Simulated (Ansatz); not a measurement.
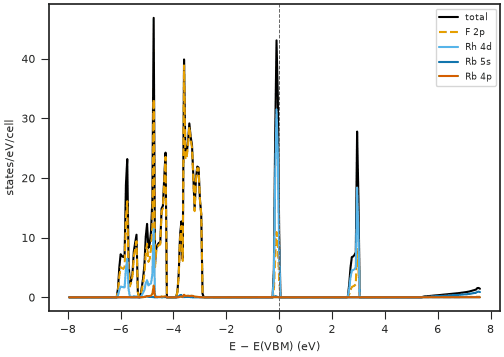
*Total and projected density of states of Rb2NaRhF6 in space group Fm-3m (No. 225; Rb on 8c, Na on 4b, Rh on 4a, F on 24e), r²SCAN in the plane-wave PAW code Ansatz*

Which orbitals carry the states next to the gap?

Top 1 eV of the valence band: Rh 4d 73 %, F 2p 25 %. Bottom 1 eV of the conduction band: Rh 4d 66 %, F 2p 29 %. Projections are on Löwdin-orthogonalised atomic valence shells; empty p or d shells of many metals are not among them.

Where is the tallest occupied peak in this window, and what makes it?

Near -4.8 eV, about 47 states/eV per cell; the largest projected share is F 2p.

The workflow started from a Materials Project entry (that database holds measured and hypothetical structures alike); the Crystallography Open Database files this formula in space group No. 225, but the cells were not matched. Whether it is the stable phase at ambient conditions was not checked. Symmetry was held in the r²SCAN relaxation; whether a distortion lowers the energy is not shown. The run is not spin-polarised. Scalar-relativistic: spin–orbit coupling is off unless named, which matters more the heavier the elements.

Potentials: the later of the program's two PAW sets.
